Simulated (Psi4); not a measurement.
# SnO (tin(ii) oxide): B2PLYP/def2-TZVPPD (core potential, density fitting for correlation)

What is the vertical electron affinity of SnO (tin(ii) oxide) at B2PLYP/def2-TZVPPD (core potential, density fitting for correlation)? 

The calculation is run with Psi4 1.11.

1 further run of the same task is left out (set aside as unsound or not needed).

## 1. The system as given

SnO: 2 atoms, total charge 0, spin state singlet. As SMILES, `[O]=[Sn]`. The coordinates come from a PBE0-D4/def2-TZVP relaxation.

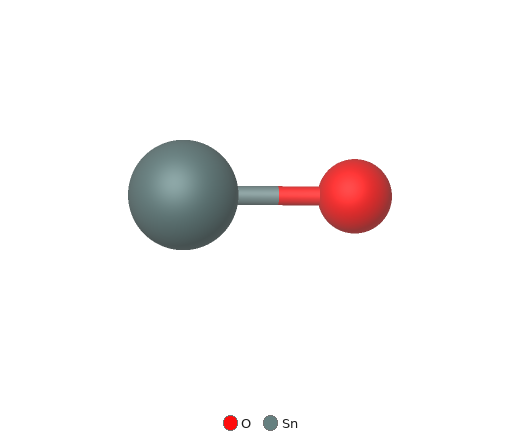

The structure, seen from a chosen angle (oxygen red, tin teal).

## 2. The energy at B2PLYP/def2-TZVPPD (core potential, density fitting for correlation)

osn.dat reads:

```
memory 2200 mb

molecule {
  0 1
  O      0.000000     0.000000    -0.007080
  Sn     0.000000     0.000000     1.810660
  symmetry c1
  no_reorient
  no_com
}

set basis def2-TZVPPD
set puream true
set e_convergence 1e-09
set d_convergence 1e-08
set scf_type pk
set dft_radial_points 99
set dft_spherical_points 590
set num_frozen_docc 5

e_tot, wfn = energy('b2plyp', return_wfn=True)
```

Launch:

```sh
$ psi4 -i osn.dat -o osn.out -n 1
```

osn.out:

```text
[...]
    !!!  WARNING: ECP capability is in beta. Please check occupations closely.  !!!
[...]
  Running in c1 symmetry.
[...]
  Nuclear repulsion =   51.236804536358335
[...]
  Multiplicity = 1
[...]
  Nalpha       = 15
  Nbeta        = 15
[...]
    Number of basis functions: 96
[...]
   @RKS iter   1:  -288.68067153980155   -1.20143e+00   1.05436e-02 DIIS/ADIIS
[...]
   @RKS iter  12:  -289.12017306900219   -1.20508e-11   9.38609e-09 DIIS
[...]
    Orbital Energies [Eh]
    ---------------------
    Doubly Occupied:
       1A    -19.682444     2A     -5.432800     3A     -3.713486
       4A     -3.713486     5A     -3.699981     6A     -1.180244
       7A     -1.166962     8A     -1.166962     9A     -1.155278
      10A     -1.155278    11A     -0.974860    12A     -0.484433
      13A     -0.332064    14A     -0.332064    15A     -0.322515
[...]
  @RKS Final Energy:  -289.12017306900219
   => Energetics <=
    Nuclear Repulsion Energy =             51.2368045363583349
    One-Electron Energy =                -582.6106637719199171
    Two-Electron Energy =                 255.0504893315711286
    DFT Exchange-Correlation Energy =     -12.7968031650117275
    Empirical Dispersion Energy =           0.0000000000000000
    VV10 Nonlocal Energy =                  0.0000000000000000
    Total Energy =                       -289.1201730690021350
[...]
 Multipole Moments:
 ------------------------------------------------------------------------------------
     Multipole            Electronic (a.u.)      Nuclear  (a.u.)        Total (a.u.)
 ------------------------------------------------------------------------------------
 L = 1.  Multiply by 2.5417464519 to convert [e a0] to [Debye]
 Dipole X            :          0.0000001            0.0000000            0.0000001
 Dipole Y            :         -0.0000002            0.0000000           -0.0000002
 Dipole Z            :        -73.2729267           75.1692991            1.8963723
 Magnitude           :                                                    1.8963723
[...]
```

Run time: 15 s. Hardware: 1 thread of Intel Xeon at 2.50GHz (Skylake/Cascade Lake), shared host; peak memory 0.66 GiB.

## 3. The doublet anion at the same level

input.in reads:

```
memory 2200 MB

molecule system {
  -1 2
  O      0.00000000     0.00000000    -0.01337926
  Sn     0.00000000     0.00000000     3.42165150
  units au
  symmetry c1
  no_reorient
  no_com
}

set reference uks
set puream true
set e_convergence 1e-09
set d_convergence 1e-08
set scf_type pk
set dft_radial_points 99
set dft_spherical_points 590
set num_frozen_docc 5
set maxiter 100

energy('b2plyp/def2-TZVPPD')
```

Launch:

```sh
$ psi4 -n 1 input.in input.out
```

input.out:

```text
[...]
    !!!  WARNING: ECP capability is in beta. Please check occupations closely.  !!!
[...]
  Running in c1 symmetry.
[...]
  Nuclear repulsion =   51.236804645091453
[...]
  Multiplicity = 2
[...]
  Nalpha       = 16
  Nbeta        = 15
[...]
    Number of basis functions: 96
[...]
   @UKS iter   1:  -288.58960265466112   -1.11195e+00   1.12737e-02 DIIS/ADIIS
[...]
   @UKS iter  19:  -289.13402486039934   -1.59162e-12   4.37593e-09 DIIS
[...]
   @S^2 Observed:                7.586960634E-01
[...]
    Orbital Energies [Eh]
    ---------------------
    Alpha Occupied:
       1A    -19.460257     2A     -5.188298     3A     -3.470479
       4A     -3.465752     5A     -3.458143     6A     -0.943946
       7A     -0.920643     8A     -0.920354     9A     -0.915338
      10A     -0.910198    11A     -0.761988    12A     -0.270877
      13A     -0.150193    14A     -0.122062    15A     -0.111277
      16A      0.024225
    Alpha Virtual:
      17A      0.140516    18A      0.169074    19A      0.189004
      20A      0.223950    21A      0.224597    22A      0.228905
      23A      0.241765    24A      0.246928    25A      0.285088
[...]
  @UKS Final Energy:  -289.13402486039934
   => Energetics <=
    Nuclear Repulsion Energy =             51.2368046450914534
    One-Electron Energy =                -589.6062336164125099
    Two-Electron Energy =                 262.1300611763409165
    DFT Exchange-Correlation Energy =     -12.8946570654191497
    Empirical Dispersion Energy =           0.0000000000000000
    VV10 Nonlocal Energy =                  0.0000000000000000
    Total Energy =                       -289.1340248603993359
[...]
 Multipole Moments:
 ------------------------------------------------------------------------------------
     Multipole            Electronic (a.u.)      Nuclear  (a.u.)        Total (a.u.)
 ------------------------------------------------------------------------------------
 L = 1.  Multiply by 2.5417464519 to convert [e a0] to [Debye]
 Dipole X            :          0.0000000            0.0000000            0.0000000
 Dipole Y            :          0.0000001            0.0000000            0.0000001
 Dipole Z            :        -76.8877053           75.1692989           -1.7184064
 Magnitude           :                                                    1.7184064
[...]
```

Wall time 28 s (1 thread of Intel Xeon at 2.50GHz (Skylake/Cascade Lake), shared host); peak memory 0.66 GiB.

## 4. Outcome

Level: B2PLYP/def2-TZVPPD (core potential, density fitting for correlation), 5 core orbitals frozen.

| quantity | value |
| --- | --- |
| singlet SnO: total energy | -289.31385 Eh |
| singlet SnO: HOMO energy (SCF part's orbitals) | -8.78 eV |
| singlet SnO: LUMO energy (SCF part's orbitals) | -1.42 eV |
| singlet SnO: HOMO–LUMO gap (SCF part's orbitals) | 7.36 eV |
| doublet anion: total energy | -289.32470 Eh |
| doublet anion: HOMO energy (SCF part's orbitals) (highest over α and β) | 0.66 eV |
| doublet anion: LUMO energy (SCF part's orbitals) (lowest over α and β) | 3.82 eV |
| doublet anion: ⟨S²⟩ | 0.759 |
| vertical electron affinity (to the doublet anion) | 0.295 eV |

**Reading.** At fixed nuclei the extra electron is bound by 0.30 eV (28.5 kJ/mol). The HOMO (doublet anion) lies at positive energy, 0.66 eV; only total energies tell whether the electron is bound.
